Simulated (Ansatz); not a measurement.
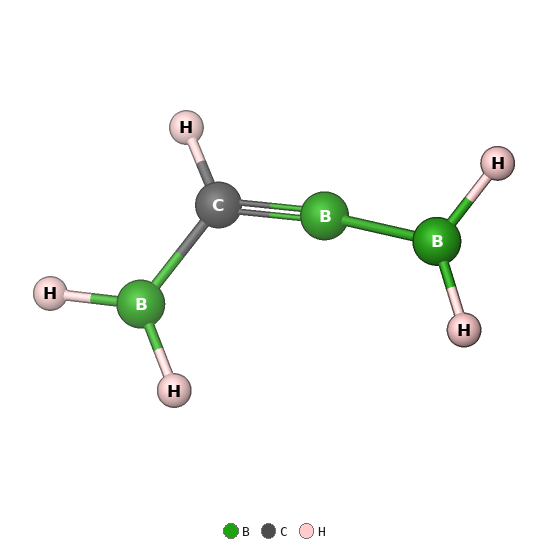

(Drawn from a calculation with Ansatz.)

Orthographic view. Atoms fade into the background with distance from the viewer. Geometry: a frame of the PBE0-D4/def2-SVP trajectory.

**Give the standard InChI.**

InChI=1S/CH5B3/c2-1-4-3/h1H,2-3H2
